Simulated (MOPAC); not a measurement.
# InH2OF3: frequency calculation (part 1 of 2)

The run: frequency calculation of InH2OF3. Method and program: MNDO, closed shell (MOPAC 23.2.5).

The geometry was optimised with MNDO.

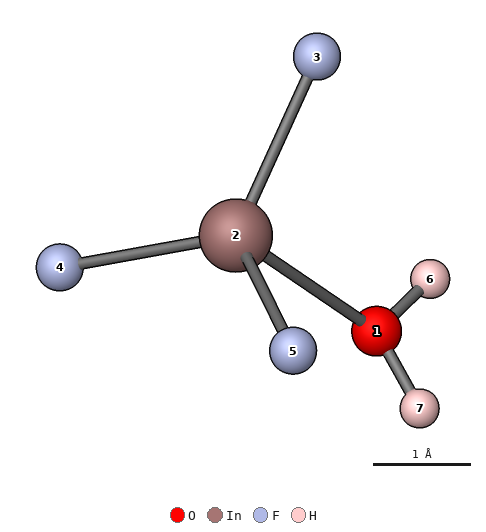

Fig. 1: The structure as given in the input (ball-and-stick view, seen at a tilt; atoms are numbered from 1 in the order of the input). Sticks mark near contacts. Bond lengths as drawn: F–In 2.05 Å, H–O 0.94 Å and In–O 2.36 Å.

The input (job.mop):
```
MNDO THERMO FORCE SINGLET AUX(PRECISION=6) T=10M THREADS=1
MNDO frequencies
[OH2+][In-]([F])([F])[F]
O     -1.257696 +1     0.523370 +1     0.242740 +1
In     0.742303 +1    -0.581654 +1    -0.345230 +1
F      1.253142 +1    -1.014036 +1     1.591706 +1
F      0.061491 +1    -2.092931 +1    -1.546558 +1
F      1.579746 +1     1.072445 +1    -1.218316 +1
H     -1.588845 +1     0.461154 +1     1.125453 +1
H     -1.445710 +1     1.378685 +1    -0.111939 +1
```

Command:
```bash
mopac job.mop
```

The program's output:
```
MOPAC v23.2.5
MNDO CALCULATION RESULTS

 *  MNDO       - The MNDO Hamiltonian to be used
 *  SINGLET    - SPIN STATE DEFINED AS A SINGLET
 *  FORCE      - FORCE CALCULATION SPECIFIED
 *  THREADS=1  - MULTI-THREADING NOT USED
 *  AUX        - OUTPUT AUXILIARY INFORMATION
 *  THERMO     - THERMODYNAMIC QUANTITIES TO BE CALCULATED
MNDO THERMO FORCE SINGLET AUX(PRECISION=6) T=10M THREADS=1
 MNDO frequencies
 [OH2+][In-]([F])([F])[F]
   ATOM   CHEMICAL          X               Y               Z
  NUMBER   SYMBOL      (ANGSTROMS)     (ANGSTROMS)     (ANGSTROMS)

     1       O         -1.25769600  *   0.52337000  *   0.24274000  *
     2      In          0.74230300  *  -0.58165400  *  -0.34523000  *
     3       F          1.25314200  *  -1.01403600  *   1.59170600  *
     4       F          0.06149100  *  -2.09293100  *  -1.54655800  *
     5       F          1.57974600  *   1.07244500  *  -1.21831600  *
     6       H         -1.58884500  *   0.46115400  *   1.12545300  *
     7       H         -1.44571000  *   1.37868500  *  -0.11193900  *

          CARTESIAN COORDINATES

    NO.       ATOM           X           Y           Z

     1         O         -1.2577      0.5234      0.2427
     2        In          0.7423     -0.5817     -0.3452
     3         F          1.2531     -1.0140      1.5917
     4         F          0.0615     -2.0929     -1.5466
     5         F          1.5797      1.0724     -1.2183
     6         H         -1.5888      0.4612      1.1255
     7         H         -1.4457      1.3787     -0.1119

           Empirical Formula: H2 O In F3  =     7 atoms

      MOLECULAR POINT GROUP   :   Cs

 SINGLET STATE CALCULATION

      RHF CALCULATION, NO. OF DOUBLY OCCUPIED LEVELS = 16

          HEAT OF FORMATION =    -122.614086 KCALS/MOLE

          CARTESIAN COORDINATE DERIVATIVES

   NUMBER  ATOM         X            Y            Z

     1       O      0.000027    -0.000987    -0.001040
     2      In      0.000449    -0.000103    -0.000294
     3       F     -0.000332     0.000269     0.000084
     4       F     -0.000224    -0.000143     0.000086
     5       F     -0.000098     0.000106     0.000198
     6       H      0.000232     0.000188    -0.000154
     7       H     -0.000055     0.000669     0.001119

 DIPOLE           X         Y         Z       TOTAL
 POINT-CHG.    -4.935     0.148    -0.250     4.944
 HYBRID        -0.703     0.216    -0.365     0.821
 SUM           -5.638     0.364    -0.614     5.683

          GRADIENT NORM =   0.00212

          MOLECULAR WEIGHT =  189.83

          ROTATIONAL CONSTANTS IN CM(-1)

          A =    0.07776207   B =    0.07573841   C =    0.06938594

           PRINCIPAL MOMENTS OF INERTIA IN UNITS OF 10**(-40)*GRAM-CM**2

          A =      359.9795   B =      369.5978   C =      403.4355

          ORIENTATION OF MOLECULE IN FORCE CALCULATION

    NO.       ATOM         X         Y         Z

     1          O      -2.2041   -0.0057    0.0097
     2         In       0.1553   -0.0057    0.0097
     3          F       0.3081    2.0379    0.0097
     4          F       0.5854   -1.0270    1.7310
     5          F       0.3080   -0.9853   -1.7838
     6          H      -2.6757    0.7966    0.1730
     7          H      -2.6757   -0.5346   -0.6153

    FIRST DERIVATIVES WILL BE USED IN THE CALCULATION OF SECOND DERIVATIVES

          ESTIMATED TIME TO COMPLETE CALCULATION =        0.00 SECONDS

    FOR POINT-GROUP Cs   THERE ARE   2 UNIQUE SYMMETRY FUNCTIONS.

 STEP:   1 TIME =     0.01 SECS, INTEGRAL =      0.01 TIME LEFT:    599.99
 STEP:   2 TIME =     0.00 SECS, INTEGRAL =      0.01 TIME LEFT:    599.99
 STEP:   3 TIME =     0.01 SECS, INTEGRAL =      0.02 TIME LEFT:    599.98
 STEP:   4 TIME =     0.00 SECS, INTEGRAL =      0.02 TIME LEFT:    599.98
 STEP:   5 TIME =     0.01 SECS, INTEGRAL =      0.02 TIME LEFT:    599.98
 STEP:   6 TIME =     0.00 SECS, INTEGRAL =      0.02 TIME LEFT:    599.98
 STEP:   7 TIME =     0.00 SECS, INTEGRAL =      0.02 TIME LEFT:    599.98
 STEP:   8 TIME =     0.01 SECS, INTEGRAL =      0.03 TIME LEFT:    599.97
 STEP:   9 TIME =     0.00 SECS, INTEGRAL =      0.03 TIME LEFT:    599.97
 STEP:  10 TIME =     0.00 SECS, INTEGRAL =      0.03 TIME LEFT:    599.97
 STEP:  11 TIME =     0.00 SECS, INTEGRAL =      0.03 TIME LEFT:    599.97
 STEP:  12 TIME =     0.00 SECS, INTEGRAL =      0.03 TIME LEFT:    599.97
 STEP:  13                       INTEGRAL =      0.03 TIME LEFT:    599.97
 STEP:  14                       INTEGRAL =      0.03 TIME LEFT:    599.97
 STEP:  15                       INTEGRAL =      0.03 TIME LEFT:    599.97
 STEP:  16 TIME =     0.00 SECS, INTEGRAL =      0.03 TIME LEFT:    599.97
 STEP:  17 TIME =     0.00 SECS, INTEGRAL =      0.03 TIME LEFT:    599.97
 STEP:  18 TIME =     0.00 SECS, INTEGRAL =      0.03 TIME LEFT:    599.97
 STEP:  19                       INTEGRAL =      0.03 TIME LEFT:    599.97
 STEP:  20                       INTEGRAL =      0.03 TIME LEFT:    599.97
 STEP:  21                       INTEGRAL =      0.03 TIME LEFT:    599.97

(To convert to Hartree/Bohr^2, multiply by (10^(-21) x N x a0^2)/(4.184 x 627.51) =  0.0642)

           FORCE MATRIX IN MILLIDYNES/ANGSTROM

                  O  1      In  2       F  3       F  4       F  5       H  6
 ------------------------------------------------------------------------------
     O    1  14.838677
    In    2   0.951219   6.416203
     F    3   0.087584   2.686094   2.717552
     F    4   0.068573   2.701934   0.089782   2.726529
     F    5   0.087600   2.685717   0.089915   0.089749   2.717552
     H    6   8.757071   0.188983   0.016436   0.017714   0.019357   9.158295
     H    7   8.756604   0.189085   0.019296   0.017628   0.016447   1.034453

                  H  7
 ------------------
     H    7   9.158295

          HEAT OF FORMATION =    -122.614086 KCALS/MOLE

          ZERO POINT ENERGY      19.414 KCAL/MOL

         NOTE: SYSTEM IS NOT A GROUND STATE, THEREFORE ZERO POINT
         ENERGY IS NOT MEANINGFULL. ZERO POINT ENERGY PRINTED
         DOES NOT INCLUDE THE  1 IMAGINARY FREQUENCIES

           NORMAL COORDINATE ANALYSIS (Total motion = 1 Angstrom)

   Root No.       1         2         3         4         5         6         7         8

                 1 A"      1 A'      2 A"      2 A'      3 A'      3 A"      4 A'      5 A'

                 -56.1      74.4      93.6     141.5     145.0     145.5     345.3     412.0

           1    0.0000   -0.0078    0.0000    0.0020    0.0761    0.0000    0.3325   -0.0091
           2    0.0118    0.0813    0.1474    0.0027    0.0029    0.0339    0.0178    0.0375
           3    0.0070   -0.1371    0.0874   -0.0046   -0.0049    0.0201   -0.0302   -0.0632
           4   -0.0000   -0.0003   -0.0000   -0.0071    0.0982   -0.0000   -0.0467    0.0048
           5   -0.0062   -0.0114   -0.0139    0.0341    0.0050   -0.0456   -0.0017   -0.0012
           6   -0.0037    0.0192   -0.0083   -0.0575   -0.0084   -0.0271    0.0028    0.0020
           7   -0.0196   -0.0650   -0.1178    0.0128   -0.2253    0.0081   -0.0103   -0.0040
           8   -0.0040   -0.0059   -0.0037    0.0370    0.0322   -0.0525    0.0007   -0.0056
           9    0.0006    0.0171   -0.0163    0.3008    0.0222    0.1256   -0.0036   -0.0057
          10    0.0000    0.1329    0.0000    0.0211   -0.2145    0.0000   -0.0016    0.0114
          11    0.0182    0.0036   -0.0340    0.0421   -0.0300    0.2141    0.0016   -0.0063
          12    0.0108   -0.0061   -0.0202   -0.0710    0.0508    0.1270   -0.0027    0.0106
          13    0.0196   -0.0650    0.1177    0.0128   -0.2253   -0.0080   -0.0104   -0.0040
          14   -0.0014   -0.0122   -0.0162   -0.2817   -0.0348    0.0850    0.0028    0.0076
          15   -0.0038    0.0134    0.0045    0.1118   -0.0176   -0.1063   -0.0023    0.0022
          16    0.0041    0.0502    0.0844   -0.0534    0.0725    0.0508    0.2320   -0.2338
          17   -0.0769    0.1365    0.2351   -0.0511    0.0001    0.1005   -0.0824   -0.1829
          18    0.4524   -0.2335   -0.0959    0.0915   -0.0040   -0.1566    0.1655    0.3289
          19   -0.0041    0.0502   -0.0843   -0.0533    0.0725   -0.0508    0.2320   -0.2338
          20    0.3601    0.1394    0.0286   -0.0558    0.0034   -0.0891   -0.1058   -0.2008
          21   -0.2845   -0.2317    0.2523    0.0887   -0.0020    0.1633    0.1516    0.3183

   Root No.       9        10        11        12        13        14        15

                 6 A'      4 A"      7 A'      5 A"      8 A'      6 A"      9 A'

                 502.1     545.0     548.0     675.6    1899.3    4007.8    4045.1

           1   -0.0128   -0.0000    0.0041   -0.0000   -0.0457   -0.0000    0.0280
           2   -0.0014   -0.0132   -0.0075   -0.0433    0.0105   -0.0419   -0.0078
           3    0.0022   -0.0078    0.0127   -0.0257   -0.0176   -0.0249    0.0132
           4   -0.0181   -0.0000   -0.0094    0.0000    0.0003   -0.0000    0.0001
           5   -0.0014   -0.0772    0.0455    0.0051    0.0001   -0.0000   -0.0000
           6    0.0023   -0.0458   -0.0767    0.0030   -0.0001   -0.0000    0.0000
           7    0.0268    0.0264   -0.0130    0.0017   -0.0001    0.0000   -0.0000
           8    0.3162    0.3128   -0.1725   -0.0062   -0.0001   -0.0000   -0.0000
           9    0.0002    0.0040    0.0081   -0.0010   -0.0000   -0.0000   -0.0000
          10    0.0675    0.0000    0.0737    0.0000   -0.0002   -0.0000   -0.0000
          11   -0.1555    0.0068   -0.1761   -0.0014    0.0000   -0.0000    0.0000
          12    0.2622    0.0040    0.2969   -0.0008   -0.0001   -0.0000   -0.0000
          13    0.0267   -0.0263   -0.0130   -0.0017   -0.0001   -0.0000   -0.0000
          14   -0.1517    0.1536    0.0756   -0.0038    0.0001   -0.0000    0.0000
          15   -0.2775    0.2726    0.1553   -0.0050    0.0001    0.0000    0.0000
          16   -0.0048    0.1173    0.0519    0.4200    0.3493   -0.2403   -0.2256
          17    0.0061    0.0551    0.0402    0.1928    0.1490    0.4021    0.4154
          18   -0.0075    0.0005   -0.0726    0.0475    0.2846    0.0823    0.1039
          19   -0.0048   -0.1172    0.0519   -0.4199    0.3492    0.2405   -0.2258
          20    0.0036    0.0269    0.0445    0.1344   -0.3213    0.2650   -0.2903
          21   -0.0090    0.0482   -0.0701    0.1465    0.0057    0.3133   -0.3146

           MASS-WEIGHTED COORDINATE ANALYSIS (NORMAL COORDINATES)

   Root No.       1         2         3         4         5         6         7         8

                 1 A"      1 A'      2 A"      2 A'      3 A'      3 A"      4 A'      5 A'

                 -56.1      74.4      93.6     141.5     145.0     145.5     345.3     412.0

           1    0.0000   -0.0296    0.0001    0.0039    0.1495    0.0000    0.8921   -0.0515
           2    0.0698    0.3064    0.5356    0.0053    0.0057    0.0894    0.0478    0.2132
           3    0.0414   -0.5165    0.3177   -0.0091   -0.0096    0.0530   -0.0809   -0.3595
           4   -0.0000   -0.0028   -0.0000   -0.0370    0.5165   -0.0001   -0.3357    0.0730
           5   -0.0989   -0.1147   -0.1357    0.1786    0.0261   -0.3219   -0.0120   -0.0176
           6   -0.0587    0.1935   -0.0805   -0.3012   -0.0443   -0.1909    0.0204    0.0297
           7   -0.1264   -0.2669   -0.4664    0.0273   -0.4821    0.0231   -0.0302   -0.0246
           8   -0.0259   -0.0241   -0.0147    0.0789    0.0689   -0.1508    0.0020   -0.0344
           9    0.0040    0.0701   -0.0647    0.6412    0.0474    0.3604   -0.0104   -0.0351
          10    0.0000    0.5460    0.0000    0.0450   -0.4590    0.0001   -0.0047    0.0707
          11    0.1173    0.0149   -0.1345    0.0897   -0.0643    0.6144    0.0047   -0.0391
          12    0.0695   -0.0252   -0.0798   -0.1513    0.1086    0.3644   -0.0080    0.0659
          13    0.1264   -0.2670    0.4663    0.0272   -0.4822   -0.0231   -0.0304   -0.0246
          14   -0.0090   -0.0500   -0.0640   -0.6005   -0.0745    0.2440    0.0081    0.0473
          15   -0.0247    0.0549    0.0180    0.2383   -0.0376   -0.3051   -0.0067    0.0134
          16    0.0061    0.0475    0.0770   -0.0262    0.0358    0.0336    0.1562   -0.3336
          17   -0.1142    0.1291    0.2144   -0.0251    0.0001    0.0664   -0.0555   -0.2610
          18    0.6716   -0.2208   -0.0875    0.0449   -0.0020   -0.1035    0.1115    0.4693
          19   -0.0060    0.0475   -0.0769   -0.0262    0.0358   -0.0336    0.1562   -0.3336
          20    0.5346    0.1319    0.0261   -0.0274    0.0017   -0.0589   -0.0712   -0.2865
          21   -0.4223   -0.2192    0.2302    0.0435   -0.0010    0.1079    0.1021    0.4542

   Root No.       9        10        11        12        13        14        15

                 6 A'      4 A"      7 A'      5 A"      8 A'      6 A"      9 A'

                 502.1     545.0     548.0     675.6    1899.3    4007.8    4045.1

           1   -0.0215   -0.0000    0.0078   -0.0001   -0.2603   -0.0001    0.1601
           2   -0.0023   -0.0243   -0.0142   -0.2496    0.0595   -0.2387   -0.0447
           3    0.0037   -0.0144    0.0240   -0.1480   -0.1002   -0.1416    0.0753
           4   -0.0813   -0.0001   -0.0476    0.0000    0.0047   -0.0000    0.0012
           5   -0.0062   -0.3811    0.2309    0.0781    0.0008   -0.0001   -0.0001
           6    0.0105   -0.2260   -0.3894    0.0463   -0.0014   -0.0001    0.0002
           7    0.0488    0.0531   -0.0269    0.0105   -0.0007    0.0002   -0.0001
           8    0.5763    0.6284   -0.3564   -0.0390   -0.0007   -0.0000   -0.0002
           9    0.0003    0.0081    0.0168   -0.0061   -0.0002   -0.0001   -0.0000
          10    0.1231    0.0000    0.1523    0.0000   -0.0010   -0.0000   -0.0002
          11   -0.2834    0.0136   -0.3638   -0.0089    0.0002   -0.0001    0.0001
          12    0.4777    0.0080    0.6133   -0.0053   -0.0004   -0.0001   -0.0001
          13    0.0487   -0.0529   -0.0268   -0.0105   -0.0007   -0.0002   -0.0001
          14   -0.2765    0.3085    0.1562   -0.0241    0.0005   -0.0001    0.0001
          15   -0.5056    0.5475    0.3208   -0.0313    0.0005    0.0000    0.0002
          16   -0.0020    0.0542    0.0247    0.6078    0.4989   -0.3432   -0.3241
          17    0.0026    0.0255    0.0191    0.2791    0.2127    0.5743    0.5967
          18   -0.0031    0.0002   -0.0346    0.0688    0.4064    0.1176    0.1492
          19   -0.0020   -0.0542    0.0247   -0.6077    0.4987    0.3435   -0.3243
          20    0.0015    0.0124    0.0212    0.1944   -0.4589    0.3785   -0.4170
          21   -0.0038    0.0223   -0.0333    0.2121    0.0081    0.4475   -0.4520

          DESCRIPTION OF VIBRATIONS

 VIBRATION          1    1A"         ATOM PAIR     ENERGY CONTRIBUTION    RADIAL
 FREQUENCY           -56.08         O 1 -- H 7         +48.9% (-99.9%)      0.6%
 TRANSITION DIPOLE   0.3517         O 1 -- H 6         +48.9% (-99.9%)      0.6%
 TRAVEL (Ang.)       0.0000         O 1 -- In2          +1.7% (-99.9%)      0.0%
 REDUCED MASS        0.4721         In2 -- F 4          +0.2% (-64.7%)      0.0%
 EFFECTIVE MASS     42.6593
 FORCE CONSTANT     -0.0009

 VIBRATION          2    1A'         ATOM PAIR     ENERGY CONTRIBUTION    RADIAL
 FREQUENCY            74.44         O 1 -- In2         +51.3% (408.1%)      0.1%
 TRANSITION DIPOLE   0.4940         O 1 -- H 7         +21.5% (264.3%)     15.1%
 TRAVEL (Ang.)       0.4581         O 1 -- H 6         +21.5% (264.2%)     15.2%
 REDUCED MASS        4.3166         In2 -- F 4          +2.2% ( 83.6%)      4.9%
 EFFECTIVE MASS    197.0422
 FORCE CONSTANT      0.0141

 VIBRATION          3    2A"         ATOM PAIR     ENERGY CONTRIBUTION    RADIAL
 FREQUENCY            93.58         O 1 -- In2         +47.9% (755.2%)      0.0%
 TRANSITION DIPOLE   0.0939         O 1 -- H 6         +25.7% (553.3%)     53.2%
 TRAVEL (Ang.)       0.4063         O 1 -- H 7         +25.7% (553.2%)     53.3%
 REDUCED MASS        4.3657         In2 -- F 3          +0.3% ( 54.9%)      3.2%
 EFFECTIVE MASS    538.6399
 FORCE CONSTANT      0.0225

 VIBRATION          4    2A'         ATOM PAIR     ENERGY CONTRIBUTION    RADIAL
 FREQUENCY           141.54         In2 -- F 5         +35.3% ( 86.0%)      1.0%
 TRANSITION DIPOLE   1.5521         In2 -- F 3         +35.3% ( 86.0%)      1.0%
 TRAVEL (Ang.)       0.2377         O 1 -- In2         +19.2% ( 63.4%)      1.4%
 REDUCED MASS        8.4291         In2 -- F 4          +8.1% ( 41.1%)     94.9%
 EFFECTIVE MASS     43.4261
 FORCE CONSTANT      0.0995

 VIBRATION          5    3A'         ATOM PAIR     ENERGY CONTRIBUTION    RADIAL
 FREQUENCY           145.00         O 1 -- In2         +25.9% ( 87.8%)     98.8%
 TRANSITION DIPOLE   3.2706         In2 -- F 5         +15.5% ( 68.0%)      0.1%
 TRAVEL (Ang.)       0.2011         In2 -- F 3         +15.5% ( 68.0%)      0.1%
 REDUCED MASS       11.4958         In2 -- F 4         +15.5% ( 67.9%)      0.1%
 EFFECTIVE MASS     52.0382         O 1 -- H 6         +13.8% ( 64.1%)     21.8%
 FORCE CONSTANT      0.1424         O 1 -- H 7         +13.8% ( 64.1%)     21.8%
```
